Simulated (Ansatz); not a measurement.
The starting structures come from a database of crystals and need not be the phases stable at ambient conditions.

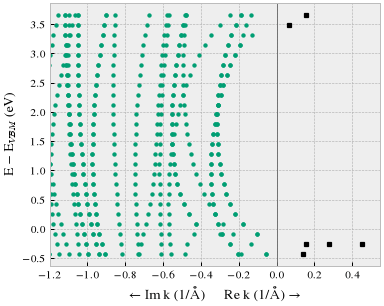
Fig. 1. Complex bands at the centre of the two-dimensional zone; r2SCAN in Ansatz (a program for electronic structure)

No gap correction and no spin-orbit coupling; mid-gap values are interpolated between computed energies.

Q: This is BaPb2IF5 (P4/nmm, not sure to be the ambient phase, 18 atoms a cell, 20.4 Å³ an atom) along the normal of (100). Read off the slowest decay at the centre of the two-dimensional zone at 1.78 eV, the computed energy nearest the middle of the gap.

A: κ ≈ 0.31 1/Å, a decay length 1/(2κ) of the density of 1.6 Å.
